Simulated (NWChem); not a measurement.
# BH3 (borane), run twice

Aim: the energy of BH3 (borane) at MP4(SDQ)/6-311G**.

The calculation is run with NWChem 7.3.0.

1 further run of the same task is left out (set aside as unsound or not needed).

**1. The structure to begin with**

The species is BH3 (4 atoms), meant as a singlet with charge 0. As SMILES, `B`. Geometry: relaxed at PBE0-D4/def2-TZVP.

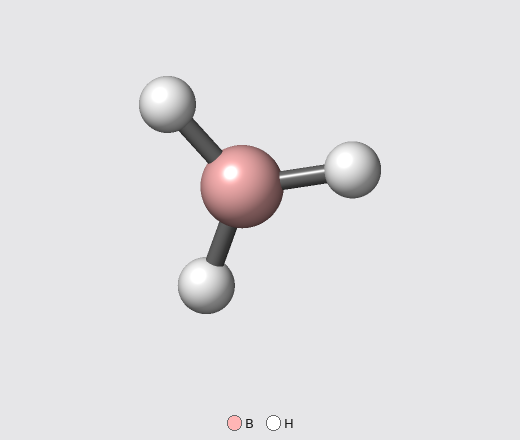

The structure, seen from a chosen angle (boron pink, hydrogen white).

**2. Try one**

bh3.nw reads:

```
start bh3
title "BH3 energy"
memory 2200 mb
geometry units angstrom noautosym nocenter noautoz
  B     0.013900   -0.015100   -0.005100
  H     0.982200    0.381700    0.568800
  H    -0.276200   -1.171800    0.043000
  H    -0.664400    0.744900   -0.626900
end
basis spherical bse
  * library 6-311G**
end
scf
  singlet
  rhf
  thresh 1e-07
  maxiter 60
  print low
end
tce
  scf
  mbpt4(sdq)
  freeze core 1
  maxiter 100
task tce energy
```

Run with:

```
$ nwchem bh3.nw > bh3.out
```

The log of the run:

```text
Northwest Computational Chemistry Package (NWChem) 7.3.0
             --------------------------------------------------------

           Job information
           ---------------

    nwchem branch   = 7.3.0
    use scalapack   = T
    input           = bh3.nw
    prefix          = bh3.
    data base       = ./bh3.db
    status          = startup
    nproc           =        1

           Memory information
           ------------------

    heap     =     72089600 doubles =      550.0 Mbytes
    stack    =     72089597 doubles =      550.0 Mbytes
    global   =    144179200 doubles =     1100.0 Mbytes (distinct from heap & stack)
    total    =    288358397 doubles =     2200.0 Mbytes
    verify   = yes
    hardfail = no

           Directory information
           ---------------------

  0 permanent = .
  0 scratch   = .

                                NWChem Input Module
                                -------------------

                                    BH3 energy
                                    ----------

 Scaling coordinates for geometry "geometry" by  1.889725989
 (inverse scale =  0.529177249)

                             Geometry "geometry" -> ""
                             -------------------------

 Output coordinates in angstroms (scale by  1.889725989 to convert to a.u.)

  No.       Tag          Charge          X              Y              Z
 ---- ---------------- ---------- -------------- -------------- --------------
    1 B                    5.0000     0.01390000    -0.01510000    -0.00510000
    2 H                    1.0000     0.98220000     0.38170000     0.56880000
    3 H                    1.0000    -0.27620000    -1.17180000     0.04300000
    4 H                    1.0000    -0.66440000     0.74490000    -0.62690000

      Atomic Mass
      -----------

      B                 11.009310
      H                  1.007825

 Effective nuclear repulsion energy (a.u.)       7.4188387721

            Nuclear Dipole moment (a.u.)
            ----------------------------
        X                 Y               Z
 ---------------- ---------------- ----------------
     0.2099485573    -0.2280899268    -0.0767228751

            XYZ format geometry
            -------------------
     4
 geometry
 B                     0.01390000    -0.01510000    -0.00510000
 H                     0.98220000     0.38170000     0.56880000
 H                    -0.27620000    -1.17180000     0.04300000
 H                    -0.66440000     0.74490000    -0.62690000

 ==============================================================================
                                internuclear distances
 ------------------------------------------------------------------------------
       center one      |      center two      | atomic units |  angstroms
 ------------------------------------------------------------------------------
    2 H                |   1 B                |     2.25537  |     1.19349
    3 H                |   1 B                |     2.25538  |     1.19349
    4 H                |   1 B                |     2.25530  |     1.19345
 ------------------------------------------------------------------------------
                         number of included internuclear distances:          3
 ==============================================================================

 ==============================================================================
                                 internuclear angles
 ------------------------------------------------------------------------------
        center 1       |       center 2       |       center 3       |  degrees
 ------------------------------------------------------------------------------
    2 H                |   1 B                |   3 H                |   120.00
    2 H                |   1 B                |   4 H                |   120.00
    3 H                |   1 B                |   4 H                |   120.00
 ------------------------------------------------------------------------------
                            number of included internuclear angles:          3
 ==============================================================================

 Summary of "ao basis" -> "" (spherical)
 ------------------------------------------------------------------------------
       Tag                 Description            Shells   Functions and Types
 ---------------- ------------------------------  ------  ---------------------
 *                          6-311G**                  on all atoms

 ------------------------------------------------------------------------
 tce_input: unknown directive                   0
 ------------------------------------------------------------------------
 ------------------------------------------------------------------------
  current input line :
    25: task tce energy
 ------------------------------------------------------------------------
 ------------------------------------------------------------------------
 There is an error in the input file
 ------------------------------------------------------------------------

0:tce_input: unknown directive:Received an Error in Communication
  Errorcode: -1
```

Wall time 0.57 s (1 thread of AMD EPYC 7B13 (Zen 3), shared host); peak memory 0.072 GiB.

**3. What went wrong**

The program broke off before the end.

The telling line is `tce_input: unknown directive                   0`. What is wrong: a section of the input isn't closed.

**4. Try two**

bh3.nw reads:

```
START bh3
TITLE "BH3 energy"
memory 2200 mb
charge 0
GEOMETRY noautosym nocenter noautoz
B     0.013900   -0.015100   -0.005100
H     0.982200    0.381700    0.568800
H    -0.276200   -1.171800    0.043000
H    -0.664400    0.744900   -0.626900
END
BASIS spherical bse
* library 6-311G**
END
SCF
singlet
rhf
thresh 1e-07
maxiter 60
END
TCE
scf
mbpt4(sdq)
freeze core 1
maxiter 100
END
TASK tce energy
```

Run with:

```
$ nwchem bh3.nw > bh3.out
```

The log of the run:

```text
[...]
  functions       =    36
[...]
  wavefunction    = RHF
[...]
         Total SCF energy =    -26.396961590557
      One-electron energy =    -49.003570218036
      Two-electron energy =     15.187769855337
 Nuclear repulsion energy =      7.418838772143
        Time for solution =      0.4s
[...]
         Wavefunction type : Restricted Hartree-Fock
          No. of electrons :     8
[...]
         Spin multiplicity : singlet
[...]
 Warning: unknown model (tce_tile.F)
[...]
```

Run time: 1.6 s. Hardware: 1 thread of AMD EPYC 7B13 (Zen 3), shared host; peak memory 0.15 GiB.

**5. What came out**

Level: MP4(SDQ)/6-311G**.

| quantity | value |
| --- | --- |
| total energy | -26.51693 Eh |
| HOMO energy (Hartree–Fock orbitals) | -13.55 eV |
| LUMO energy (Hartree–Fock orbitals) | 1.87 eV |
| HOMO–LUMO gap (Hartree–Fock orbitals) | 15.42 eV |
| correlation energy (1 core orbital frozen) | -120.0 mEh |
